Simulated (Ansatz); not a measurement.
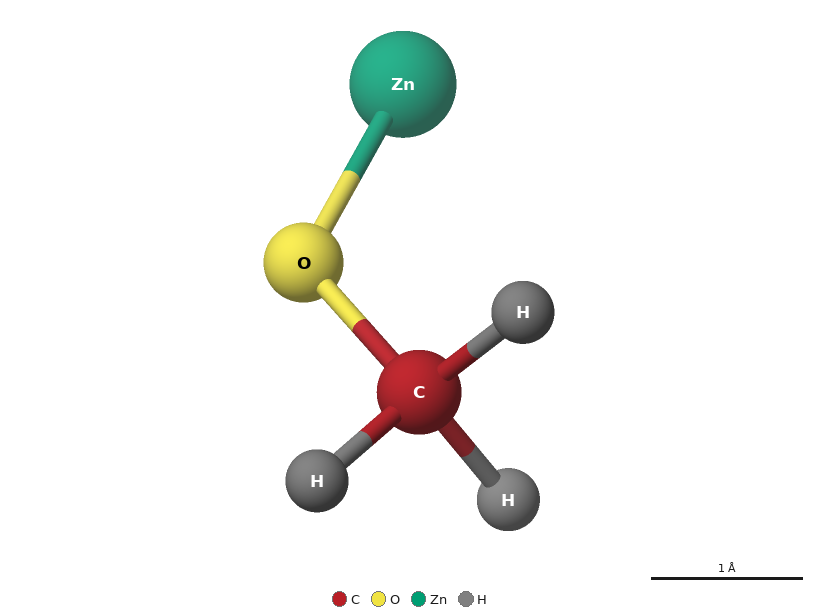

Ball-and-stick drawing of a structure.

The species is neutral and a spin doublet. The geometry was computed by an optimisation with PBE0-D4/def2-TZVP.

Question: Which formula does it have?

Answer: CH₃OZn, 6 atoms: 1 carbon, 3 hydrogen, 1 oxygen and 1 zinc.

Question: How many bonds of each kind are drawn?

Answer: 3 C–H, 1 C–O, 1 O–Zn.

Question: How many sets of symmetry-equivalent atoms are there?

Answer: 5: 1 C, 1 O, 1 Zn, 2 H, 1 H.

More results for the same structure follow; atom numbers are the same in all pictures, views and colours differ.

### Vibrations

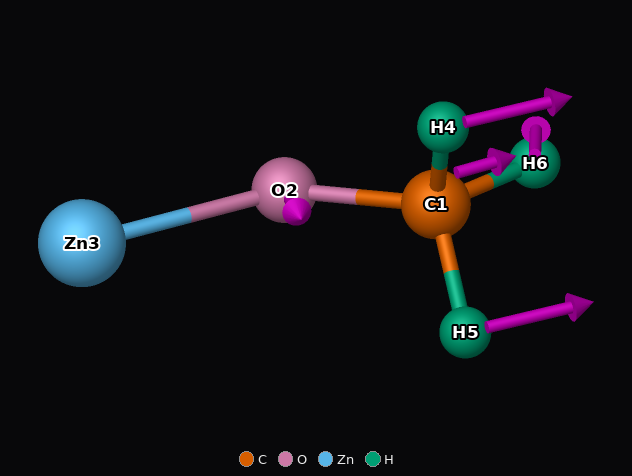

The arrows show one normal mode. Harmonic vibrations computed with UKS PBE0-D4/def2-TZVP (Ansatz 0.2.0) at a stationary point of the same level.

Question: At what wavenumber does it lie?

Answer: 181 cm⁻¹; it is mode 2 of 12 counted from the lowest.

### Levels of theory compared

Program: Ansatz 0.2.0.

Tabulate dipole (D), HOMO energy (eV) at these levels: B3LYP-D4/def2-TZVPP; PBE-D4/def2-TZVPP; r2SCAN-D4/def2-TZVPP; ωB97M-V/def2-TZVPP.

```
               level  dipole (D)  HOMO energy (eV)
 B3LYP-D4/def2-TZVPP        1.46             −5.96
   PBE-D4/def2-TZVPP        1.16             −5.12
r2SCAN-D4/def2-TZVPP        1.37             −5.49
  ωB97M-V/def2-TZVPP        1.68             −8.24
```

### Charges

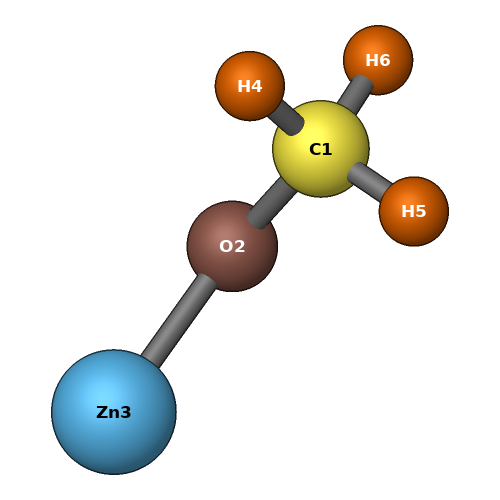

The questions are on Mulliken charges. Method: UKS ωB97M-V/def2-TZVPP (Ansatz 0.2.0).

Question: Which atom carries the highest charge (most positive or least negative)?

Answer: Zn3 (0.37 e).

Question: And the lowest?

Answer: O2 (−0.53 e).

List the Mulliken charges.

```tsv
atom	value (e)
C1	−0.13
O2	−0.53
Zn3	0.37
H4	0.09
H5	0.09
H6	0.11
```

Mulliken values depend strongly on the basis set and can even reverse the polarity of a bond.
